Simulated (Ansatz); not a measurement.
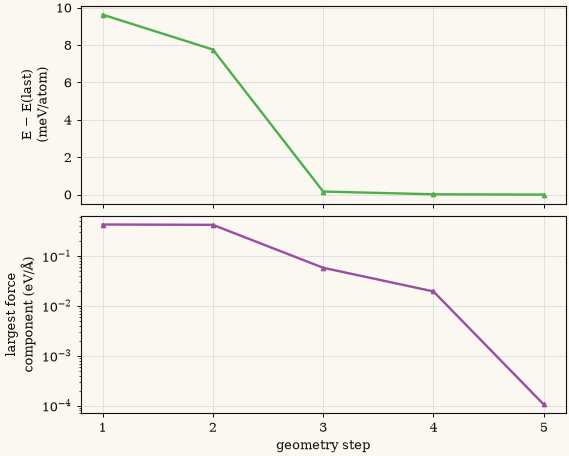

History of a geometry optimisation. Only the atoms move.

PClF (P4/nmm, 6 atoms in the cell); DFT, PAW plane waves, r2SCAN in Ansatz 0.2.0; cutoff 500 eV, 8×8×5 k-mesh, Fermi–Dirac smearing of 0.1126 eV.

**How did it end, and what did it gain?**

The optimisation met its thresholds at geometry 5, counting the start as the first. The energy fell by about 9.6 meV/atom from the first step to the last. The largest force component goes from about 0.43 eV/Å at the start to 1.1 × 10⁻⁴ eV/Å at the end.
